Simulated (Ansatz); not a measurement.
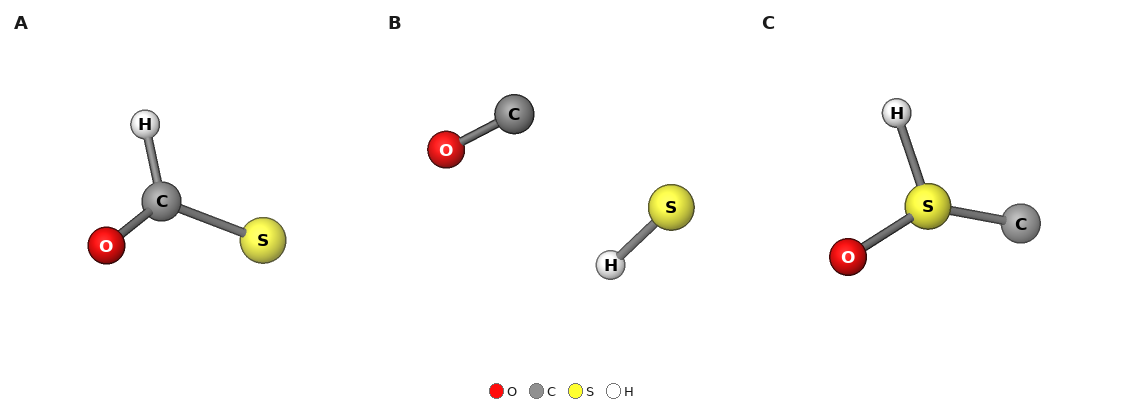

3 stationary structures of one formula. State: charge −1, singlet. Geometries: PBE0-D4/def2-TZVPD. Electronic energies: RHF-CCSD(T) (frozen core)/def2-TZVPPD (Ansatz 0.2.0), without zero-point energy. No frequency run is at hand to confirm each as a minimum.

**Rank them by energy, lowest first.**

A is lowest (Cs); B lies 0.677 eV above it (Cs), C lies 5.017 eV above it (Cs).
